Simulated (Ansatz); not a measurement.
**C3H2O2: molecular dynamics (part 3 of 3)**

The same run, continued: C3H2O2; UKS PBE0-D4/def2-SVP (Ansatz 0.2.0). It belongs to a series of runs on one base structure; here: dynamics from the highest image of the converged band.

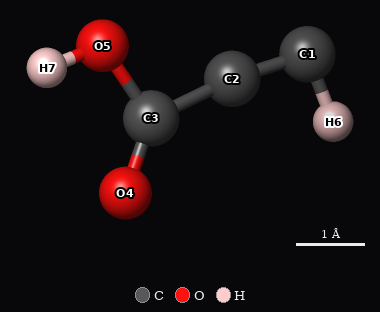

The geometry at step 111 of the log (ball-and-stick view, seen at a tilt; atoms are numbered from 1 in the order of the input).

### Trajectory as extended XYZ, continued
```
7
Properties=species:S:1:pos:R:3:forces:R:3 step=22 time_fs=11.0 energy=-7220.09804 temperature=114.9
C    -0.9386   -0.0937    1.9838    0.0486  -0.5759  -0.5400
C    -0.4177   -0.1785    0.8300   -0.8946  -0.4410   1.2961
C     0.0305   -0.3680   -0.5050    0.7303  -1.5230  -2.1778
O    -0.2029   -1.3569   -1.1828   -0.2315   1.1226   1.2080
O     0.7909    0.6248   -0.9609   -0.4245   0.2777  -0.2135
H    -0.3418    0.8758    1.7290    0.3873   0.9998   0.2056
H     0.8288    0.4422   -1.9201    0.3844   0.1399   0.2215
7
Properties=species:S:1:pos:R:3:forces:R:3 step=30 time_fs=15.0 energy=-7220.15548 temperature=203.6
C    -0.9444   -0.0916    1.9844    0.6726   0.8890  -0.3897
C    -0.4173   -0.1887    0.8400   -0.1437   0.0011   0.1577
C     0.0491   -0.3652   -0.5177   -0.4306  -2.2215  -0.9857
O    -0.2062   -1.3534   -1.1819   -0.1474   0.8421   0.9201
O     0.7834    0.6156   -0.9643    0.3534   1.4329  -0.0398
H    -0.3544    0.9651    1.7979   -0.5307  -0.7844   0.3648
H     0.8531    0.5049   -1.9249    0.2265  -0.1593  -0.0275
7
Properties=species:S:1:pos:R:3:forces:R:3 step=37 time_fs=18.5 energy=-7220.25762 temperature=361.6
C    -0.9431   -0.0821    1.9808    0.4958   1.0065   0.0360
C    -0.4189   -0.1984    0.8508    0.4807  -0.3404  -1.4258
C     0.0622   -0.3838   -0.5390   -0.5297   0.0041   1.3865
O    -0.2106   -1.3445   -1.1744   -0.5143  -1.3547  -0.7166
O     0.7791    0.6180   -0.9679    0.5311   1.4614   0.0548
H    -0.4186    0.9741    1.9048   -0.5532  -0.5152   0.6834
H     0.9037    0.5433   -1.9254    0.0895  -0.2617  -0.0184
7
Properties=species:S:1:pos:R:3:forces:R:3 step=44 time_fs=22.0 energy=-7220.49241 temperature=726.3
C    -0.9370   -0.0643    1.9761    0.5211  -0.2686  -1.1679
C    -0.4166   -0.2115    0.8492    0.3058  -0.5276  -1.1587
C     0.0705   -0.4025   -0.5478   -0.2089   1.8492   2.3407
O    -0.2186   -1.3452   -1.1720   -0.6562  -2.6047  -1.7601
O     0.7785    0.6306   -0.9712    0.3038   0.6993   0.0397
H    -0.5415    0.9427    2.0971   -0.1807   1.1256   1.4216
H     0.9640    0.5520   -1.9245   -0.0849  -0.2732   0.2847
7
Properties=species:S:1:pos:R:3:forces:R:3 step=52 time_fs=26.0 energy=-7221.13961 temperature=1724.6
C    -0.9212   -0.0409    1.9576    1.7430   2.5992  -0.9654
C    -0.4106   -0.2312    0.8356   -0.1675   0.3396   0.6658
C     0.0764   -0.4061   -0.5334   -0.6974  -0.0349   0.1195
O    -0.2326   -1.3660   -1.1829    0.3537  -0.0776  -0.3190
O     0.7802    0.6510   -0.9735   -0.2129  -0.2528   0.7712
H    -0.7342    0.9780    2.4922   -0.9491  -2.2838  -0.1011
H     1.0242    0.5217   -1.8986   -0.0698  -0.2898  -0.1710
7
Properties=species:S:1:pos:R:3:forces:R:3 step=59 time_fs=29.5 energy=-7221.55540 temperature=2368.2
C    -0.8914    0.0026    1.9320    0.7742   2.5573   1.0100
C    -0.4068   -0.2456    0.8291   -0.3294   0.7314   1.3083
C     0.0748   -0.4080   -0.5182   -0.8510  -1.3569  -1.8149
O    -0.2426   -1.3862   -1.1956    1.1036   1.9491   0.9858
O     0.7803    0.6670   -0.9705   -0.3820  -1.2420   0.2937
H    -1.0002    0.7799    2.8337   -0.0849  -2.6167  -2.1233
H     1.0651    0.4622   -1.8832   -0.2304  -0.0223   0.3404
7
Properties=species:S:1:pos:R:3:forces:R:3 step=67 time_fs=33.5 energy=-7221.95677 temperature=2987.4
C    -0.8493    0.0793    1.9141   -0.9008  -0.2437   1.9430
C    -0.4056   -0.2537    0.8354    0.1481   0.7045   0.0706
C     0.0633   -0.4240   -0.5205   -0.4607  -0.2699  -1.2399
O    -0.2446   -1.3930   -1.2022    1.0369   1.7292   0.8557
O     0.7767    0.6740   -0.9636   -0.7810  -1.9842   0.5860
H    -1.3110    0.2212    2.9460    0.9030  -0.1363  -1.9287
H     1.0860    0.3911   -1.8357    0.0544   0.2004  -0.2868
7
Properties=species:S:1:pos:R:3:forces:R:3 step=74 time_fs=37.0 energy=-7221.48527 temperature=2259.7
C    -0.8212    0.1456    1.9188   -2.0711  -2.5469   2.2505
C    -0.4034   -0.2534    0.8424    0.5002   0.7271  -0.9629
C     0.0484   -0.4406   -0.5348    0.2290   1.9241   0.7501
O    -0.2384   -1.3861   -1.2018    0.3214  -0.2591  -0.4101
O     0.7678    0.6648   -0.9538   -0.5990  -2.1370   0.0263
H    -1.4727   -0.3027    2.7932    1.6154   1.8254  -1.6090
H     1.1050    0.3549   -1.8145    0.0039   0.4664  -0.0448
7
Properties=species:S:1:pos:R:3:forces:R:3 step=81 time_fs=40.5 energy=-7220.94492 temperature=1424.3
C    -0.8115    0.1877    1.9427   -1.0802  -3.5475  -0.4983
C    -0.3969   -0.2453    0.8419    0.0917   1.3538   0.0876
C     0.0355   -0.4398   -0.5430    0.5532   2.2259   1.3779
O    -0.2297   -1.3806   -1.2039   -0.1939  -1.3518  -0.9436
O     0.7547    0.6407   -0.9434   -0.1689  -1.1261  -0.1015
H    -1.4607   -0.6282    2.4690    0.8768   2.1352   0.1039
H     1.1246    0.3685   -1.8023   -0.0786   0.3104  -0.0260
7
Properties=species:S:1:pos:R:3:forces:R:3 step=89 time_fs=44.5 energy=-7220.45448 temperature=666.9
C    -0.8112    0.1977    1.9638    0.7935  -1.2405  -2.0745
C    -0.3882   -0.2196    0.8421   -0.0414   1.6970   0.5812
C     0.0262   -0.4170   -0.5384   -0.1752  -1.1529  -0.1154
O    -0.2210   -1.3842   -1.2130   -0.1347   0.0749   0.4040
O     0.7386    0.6044   -0.9321    0.7971   1.1812  -0.1091
H    -1.3503   -0.7462    2.1212   -1.0374  -0.4258   1.4384
H     1.1362    0.4228   -1.7969   -0.2019  -0.1339  -0.1246
7
Properties=species:S:1:pos:R:3:forces:R:3 step=96 time_fs=48.0 energy=-7220.24220 temperature=337.8
C    -0.8062    0.1894    1.9635   -0.4530  -1.4373  -0.1271
C    -0.3809   -0.1806    0.8469    0.1135   0.5495  -0.7700
C     0.0168   -0.4063   -0.5340   -0.5848  -2.9022  -0.6555
O    -0.2147   -1.3879   -1.2187   -0.2386   0.7987   1.1848
O     0.7306    0.5809   -0.9234    1.6468   2.6254  -0.5717
H    -1.3429   -0.8436    1.9748   -0.1396   0.6811   0.8649
H     1.1214    0.4574   -1.8049   -0.3443  -0.3152   0.0747
7
Properties=species:S:1:pos:R:3:forces:R:3 step=104 time_fs=52.0 energy=-7220.26951 temperature=379.9
C    -0.8056    0.1633    1.9615   -0.9746  -1.2103   0.8488
C    -0.3712   -0.1299    0.8427    0.1027  -0.5400  -1.7131
C     0.0008   -0.4244   -0.5356    0.5497  -0.3867   0.1138
O    -0.2100   -1.3865   -1.2156   -0.7393  -0.5105   0.4694
O     0.7349    0.5763   -0.9176    1.0287   1.9336  -0.3516
H    -1.3611   -0.8651    1.9392    0.0802   0.9658   0.9037
H     1.0633    0.4538   -1.8165   -0.0475  -0.2519  -0.2710
7
Properties=species:S:1:pos:R:3:forces:R:3 step=111 time_fs=55.5 energy=-7220.39486 temperature=574.8
C    -0.8133    0.1287    1.9661    0.7805   0.1906  -1.2349
C    -0.3622   -0.0902    0.8235   -0.7414  -0.6147   0.2665
C    -0.0079   -0.4452   -0.5361    1.7288   2.5749   0.8240
O    -0.2115   -1.3888   -1.2091   -1.0289  -1.7803  -0.4202
O     0.7473    0.5874   -0.9163    0.4000   0.3443  -1.1797
H    -1.3823   -0.7853    2.0249   -1.1605  -0.8460   1.4140
H     1.0021    0.4218   -1.8472    0.0215   0.1312   0.3303
7
Properties=species:S:1:pos:R:3:forces:R:3 step=119 time_fs=59.5 energy=-7220.84436 temperature=1268.5
C    -0.8166    0.0860    1.9571   -0.7038  -2.1501  -1.6002
C    -0.3614   -0.0529    0.8055   -1.4836  -1.1519   1.8795
C     0.0018   -0.4414   -0.5288    1.5536   1.9239  -0.2273
O    -0.2218   -1.4050   -1.2037   -0.4519   0.0230   0.6451
O     0.7647    0.6033   -0.9246   -0.1756  -0.5905  -1.0057
H    -1.5222   -0.7411    2.3123    0.8450   1.6838   0.6133
H     0.9422    0.4019   -1.8548    0.4162   0.2618  -0.3047
7
Properties=species:S:1:pos:R:3:forces:R:3 step=126 time_fs=63.0 energy=-7221.33640 temperature=2029.9
C    -0.8255    0.0298    1.9348   -2.2346  -2.0597   1.2362
C    -0.3748   -0.0320    0.8066   -0.6640  -1.4506   0.3484
C     0.0260   -0.4182   -0.5241    0.3380  -0.3238  -1.2427
O    -0.2345   -1.4195   -1.1943    0.4114   2.3648   1.9168
O     0.7792    0.6131   -0.9404   -0.0718  -0.7042  -1.3748
H    -1.5673   -0.5383    2.6407    1.8618   1.9309  -0.9235
H     0.9351    0.4166   -1.8826    0.3591   0.2424   0.0396
7
Properties=species:S:1:pos:R:3:forces:R:3 step=133 time_fs=66.5 energy=-7221.90063 temperature=2901.4
C    -0.8541   -0.0450    1.9224   -1.3963  -0.0594   2.0081
C    -0.3948   -0.0252    0.8113    0.1311  -1.5112  -0.9930
C     0.0536   -0.3972   -0.5305   -0.9039  -1.3763  -0.9185
O    -0.2443   -1.4176   -1.1716    0.9152   2.9078   1.8747
O     0.7932    0.6181   -0.9660    0.1750  -0.2594  -1.0776
H    -1.4163   -0.1279    2.8792    0.8847   0.3110  -1.0008
H     0.9693    0.4571   -1.9099    0.1944  -0.0124   0.1072
7
Properties=species:S:1:pos:R:3:forces:R:3 step=141 time_fs=70.5 energy=-7221.70476 temperature=2598.6
C    -0.9030   -0.1299    1.9327    0.2431   2.5000   1.8237
C    -0.4171   -0.0355    0.8072   -0.1099  -1.4157   0.0499
C     0.0749   -0.3872   -0.5473   -1.1270   0.1670   0.6130
O    -0.2478   -1.3915   -1.1302    0.5704   0.6771   0.1572
O     0.8106    0.6216   -1.0039    0.1888   0.1128  -0.1301
H    -1.1082    0.3747    2.9753    0.2106  -1.7112  -2.3852
H     1.0366    0.4987   -1.9351    0.0240  -0.3300  -0.1284
7
Properties=species:S:1:pos:R:3:forces:R:3 step=148 time_fs=74.0 energy=-7221.18286 temperature=1792.4
C    -0.9435   -0.1802    1.9585    2.1338   3.2397  -1.0705
C    -0.4378   -0.0593    0.8038   -0.5387  -1.1117   1.4715
C     0.0824   -0.3766   -0.5563   -0.3635   2.6176   1.8992
O    -0.2466   -1.3631   -1.0922   -0.2570  -2.2469  -1.6376
O     0.8272    0.6253   -1.0388    0.1003   0.0607   0.1142
H    -0.8155    0.6245    2.7980   -0.8383  -2.1512  -1.0852
H     1.0980    0.4971   -1.9655   -0.2366  -0.4082   0.3084
7
Properties=species:S:1:pos:R:3:forces:R:3 step=156 time_fs=78.0 energy=-7220.72118 temperature=1079.3
C    -0.9668   -0.2038    1.9740    1.3231   0.4455  -2.8936
C    -0.4669   -0.0996    0.8150    0.0548  -0.5774   0.1498
C     0.0858   -0.3367   -0.5458   -0.5074   1.1740   1.0478
O    -0.2468   -1.3482   -1.0621   -0.0296  -1.3574  -1.1896
O     0.8467    0.6301   -1.0763   -0.3599   0.1374   1.2043
H    -0.5805    0.6596    2.4810   -0.3149   0.6771   1.8301
H     1.1398    0.4351   -1.9736   -0.1661  -0.4992  -0.1488
7
Properties=species:S:1:pos:R:3:forces:R:3 step=163 time_fs=81.5 energy=-7220.44356 temperature=649.1
C    -0.9718   -0.2142    1.9627    0.7753   1.4092   0.7448
C    -0.4914   -0.1408    0.8259    1.4058   0.3802  -2.5672
C     0.0833   -0.2898   -0.5255   -1.0891  -1.9962  -0.4583
O    -0.2471   -1.3456   -1.0451    0.6666   1.2130   0.0184
O     0.8614    0.6352   -1.1011   -0.4403  -0.1479   0.9098
H    -0.4381    0.7041    2.3759   -0.9625  -0.7046   0.8645
H     1.1510    0.3235   -1.9827   -0.3557  -0.1537   0.4879
7
Properties=species:S:1:pos:R:3:forces:R:3 step=170 time_fs=85.0 energy=-7220.33972 temperature=488.7
C    -0.9688   -0.2120    1.9554    0.8601   1.4207   1.0294
C    -0.5033   -0.1784    0.8144    1.2902   1.0971  -1.9786
C     0.0709   -0.2604   -0.5090   -0.6722  -2.7912  -1.2447
O    -0.2429   -1.3355   -1.0288    0.6957   1.6410   0.0428
O     0.8724    0.6391   -1.1184   -0.9570  -0.6228   1.3203
H    -0.4009    0.6848    2.3843   -1.1348  -0.8748   0.7229
H     1.1262    0.1927   -1.9477   -0.0820   0.1301   0.1079
7
Properties=species:S:1:pos:R:3:forces:R:3 step=178 time_fs=89.0 energy=-7220.49027 temperature=722.2
C    -0.9553   -0.1957    1.9532    1.0585  -0.2812  -2.7283
C    -0.5038   -0.2080    0.7831   -0.3705   1.8156   2.4008
C     0.0501   -0.2569   -0.5044    0.6525  -0.6062  -1.0292
O    -0.2325   -1.3117   -1.0111    0.0018  -0.8955  -1.5131
O     0.8763    0.6375   -1.1266   -1.3232  -1.3114   1.2587
H    -0.4972    0.5773    2.5240   -0.2807   0.6703   1.7787
H     1.0886    0.0656   -1.8925    0.2617   0.6083  -0.1676
7
Properties=species:S:1:pos:R:3:forces:R:3 step=185 time_fs=92.5 energy=-7220.80769 temperature=1212.0
C    -0.9314   -0.1794    1.9309    1.6962   1.9126   0.6930
C    -0.5059   -0.2152    0.7757   -0.2418   2.3052   2.4524
C     0.0375   -0.2617   -0.5107    1.0649   1.1198   0.0653
O    -0.2230   -1.2970   -1.0071   -0.4973  -3.2450  -2.8884
O     0.8697    0.6265   -1.1238   -1.1236  -1.0912   1.0618
H    -0.6468    0.5081    2.8145   -1.2627  -1.7291  -1.0926
H     1.0857    0.0242   -1.8652    0.3644   0.7276  -0.2915
7
Properties=species:S:1:pos:R:3:forces:R:3 step=193 time_fs=96.5 energy=-7221.44907 temperature=2203.2
C    -0.8878   -0.1407    1.9171   -0.5027   1.3411   4.7030
C    -0.5094   -0.1965    0.7908    1.1124   2.0124  -1.3541
C     0.0343   -0.2579   -0.5179    0.1378  -1.0244   0.0654
O    -0.2162   -1.3068   -1.0268   -0.2916  -1.9279  -1.9725
O     0.8524    0.6055   -1.1107   -0.2638   0.3887   0.8257
H    -0.9684    0.2205    3.0033   -0.2711  -1.1337  -2.0921
H     1.1305    0.0720   -1.8762    0.0790   0.3437  -0.1754
7
Properties=species:S:1:pos:R:3:forces:R:3 step=200 time_fs=100.0 energy=-7221.84232 temperature=2811.4
C    -0.8520   -0.0930    1.9461   -0.9105  -0.3148   1.2713
C    -0.5027   -0.1588    0.7959    0.7935   1.6649  -0.1856
C     0.0337   -0.2643   -0.5240   -0.4973  -3.3263  -0.7781
O    -0.2126   -1.3309   -1.0598   -0.0846   0.1484  -0.3875
O     0.8352    0.5895   -1.0930    0.7202   1.5408   0.1721
H    -1.2981   -0.1752    2.9390    0.3771   0.1679  -0.4798
H     1.1789    0.1605   -1.9039   -0.3984   0.1192   0.3874
```

This output came from the following input.

### The input
```yaml
crystal:
  periodic: [false, false, false]
  atoms:
    - { symbol: C, position_ang: [-0.925184, -0.103023, 1.992427] }
    - { symbol: C, position_ang: [-0.444295, -0.169604, 0.824884] }
    - { symbol: C, position_ang: [0.041593, -0.380261, -0.53523] }
    - { symbol: O, position_ang: [-0.213877, -1.364962, -1.16711] }
    - { symbol: O, position_ang: [0.782386, 0.643106, -0.955621] }
    - { symbol: H, position_ang: [-0.248512, 0.871032, 1.65472] }
    - { symbol: H, position_ang: [1.069088, 0.435712, -1.859772] }
magnetization:
  spin_polarized: true
basis:
  gaussian: { orbitals: def2-SVP }
hamiltonian:
  xc: pbe0
  dispersion: d4
md:
  timestep: 0.5
  n_steps: 200
  ensemble: nve
  temperature: 300.0
  initial_velocities: maxwell_boltzmann
  seed: 10872
```

Launched with:
```bash
ansatz run input.yaml --threads 2 --pin off --max-ram 3072MiB --backend cpu --events-out ev --progress --plain --runs-dir out
```

### Key numbers

| quantity | value |
| --- | --- |
| outcome | finished |
| mean temperature over the second half | 1431 K |
| trajectory | 200 steps, 100 fs |
| ensemble | nve |
| temperature in the input | 300.0 K |
| time step | 0.5 fs |
| potential energy (last step) | −7221.8423 eV |
| mean-field energy (last step) | −7221.7472 eV |
| largest force (length of the vector) (last step) | 3.452 eV/Å |
| hardware | 2 threads of AMD EPYC (Zen 5), 16 GiB of memory available, shared host |
| wall time | 2.6 min (CPU time 4.9 min) |
| peak memory | 0.21 GiB |

### Notes

So short a trajectory is not equilibrated.
